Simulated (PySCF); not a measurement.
**C2H16BNSi4: density, localisation and related maps**

Input file:

```
{"job": {"kind": "nmr", "xc": "PBE0", "basis": "pcSseg-1"}, "charge": 0, "multiplicity": 1}
C      3.306068     1.779132    -0.632382
B      3.079452     1.038803     0.734853
Si     2.193196    -0.689553     0.835387
N      2.187958    -1.437786    -0.739838
Si    -0.097072    -0.508526     1.254205
Si    -1.464587    -0.986368    -0.553273
C     -3.326492    -0.806588    -0.174299
Si    -3.919719     0.948117     0.228445
H      2.995142     2.823468    -0.595841
H      4.377559     1.806356    -0.844395
H      2.822032     1.310505    -1.486452
H      3.410635     1.608484     1.708676
H      2.768008    -1.627392     1.842844
H      1.672089    -2.292902    -0.872848
H      3.058719    -1.505216    -1.242174
H     -0.400712     0.843125     1.765530
H     -0.485825    -1.354946     2.400143
H     -1.276551    -2.372603    -1.028594
H     -1.185949    -0.141613    -1.725179
H     -3.899352    -1.180237    -1.024248
H     -3.574040    -1.459720     0.663598
H     -3.268869     1.431056     1.447556
H     -3.609716     1.849696    -0.884148
H     -5.373710     0.944472     0.430388
```

Command:

```sh
OMP_NUM_THREADS=1 python probes_run.py task.json out
```

Geometry: GFN2-xTB.

All numbers below come from PySCF 2.14.0, PBE0/pcSseg-1, SCF density, gas phase, non-relativistic.

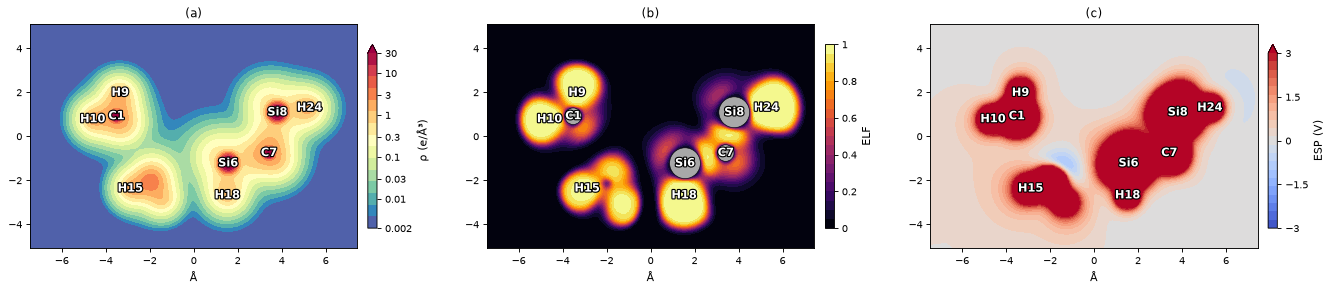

Figure 1. (a) total electron density; (b) ELF; (c) molecular electrostatic potential on the plane of atoms C7, Si8 and H24. Grey discs cover the atomic cores in the ELF map.

Describe what can be read from this map.

Answer. Atoms in the plane: C, Si and H. C–Si (1.90 Å): the density is about 0.9 e/Å³ at the midpoint; the ELF peaks at about 0.95 between the atoms, as expected for localised, covalent bonding. C–H (1.09 Å): ρ at the midpoint is about 1.9 e/Å³; the ELF climbs to about 1 towards the hydrogen, as it does in any bond to H (a covalent bond by its length). The ELF also peaks beside N4, away from the bonds: lone-pair regions. Outside the dense part of the molecule the potential is most negative (−1.0 V) near N4, which lies off the plane.

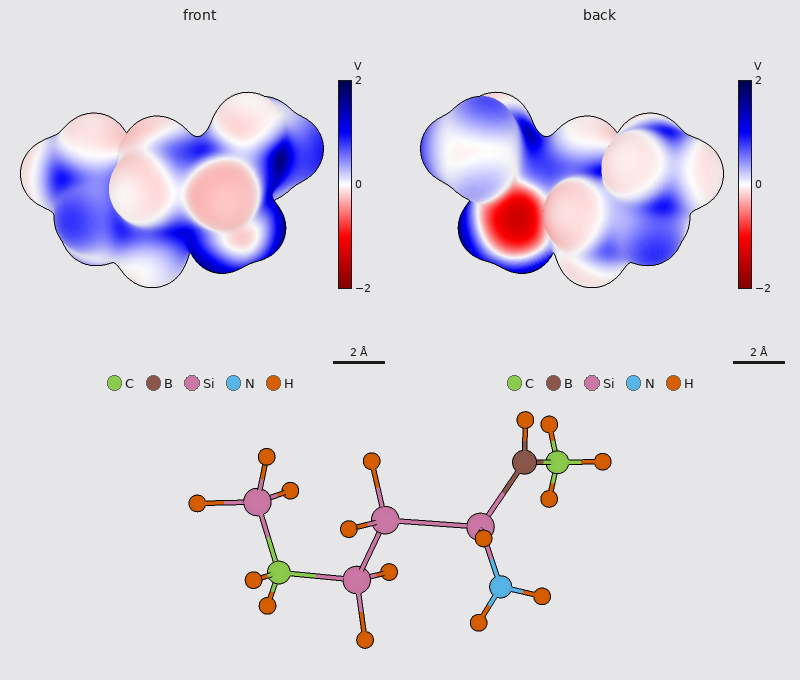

Figure 2. The electrostatic potential painted on the density surface at 0.002 e/bohr³, seen from the front and from behind; the colour scale runs from red (negative) to blue (positive). The bare structure is drawn below in the same view.

Describe the electrostatic potential map.

Answer. The most negative region (about −1.3 V) lies over N4, the most positive (about +1.5 V) over B2 and H15. N4 is the likeliest acceptor of a hydrogen bond.

What dipole moment does the calculation give?

Answer. Its dipole moment is 1.58 D.
